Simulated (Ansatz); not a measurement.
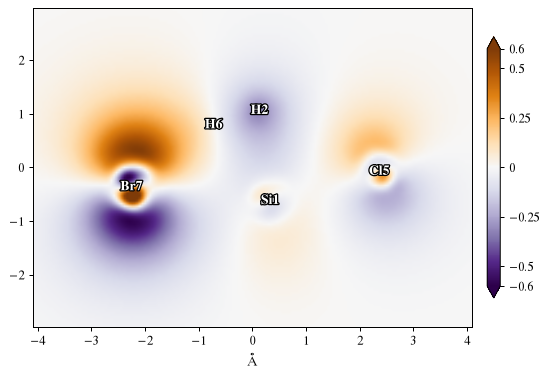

*BrClH3Si···H. The HOMO−1 on the plane of atoms H2, Si1 and Br7 (values in Å⁻³ᐟ²; the overall sign is arbitrary).*

A transition-state structure; geometry: PBE0-D4/def2-TZVP.

The calculation used Ansatz 0.2.0, RKS PBE0-D4/def2-TZVPP.

```xyz
7

Si   -0.4164   -0.0697    0.2426
H     0.4751   -0.2893   -1.1774
H    -0.0951   -1.0245    1.3061
H    -1.0217    1.2581    0.3710
Cl   -1.8737   -1.1056   -0.8420
H     1.0763    0.1545   -0.6897
Br    1.8557    1.0766    0.7895
```

What is the character of this orbital?

It lies mainly on Br7 (about 80 %) and Cl5 (about 5 %); largely a lone pair of Br7. Its energy is −8.12 eV.
